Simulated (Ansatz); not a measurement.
The starting structures come from a database of crystals and need not be the phases stable at ambient conditions.

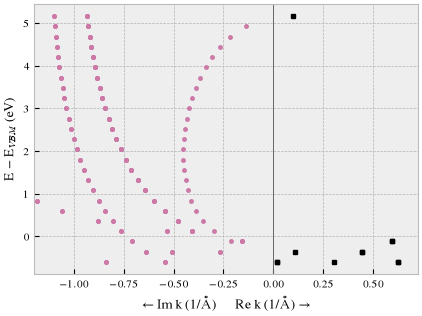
Complex bands at the centre of the two-dimensional zone; r2SCAN in Ansatz (an electronic-structure program)

No gap correction and no spin-orbit coupling; mid-gap values are interpolated between computed energies.

Problem. This is InF₃ (R-3c, not sure to be the ambient phase, 8 atoms a cell, 14.4 Å³ an atom) along the normal of (001). Read off the slowest decay at the centre of the two-dimensional zone at 2.52 eV, the computed energy nearest the middle of the gap.

Solution. κ ≈ 0.44 1/Å, a decay length 1/(2κ) of the density of 1.1 Å.
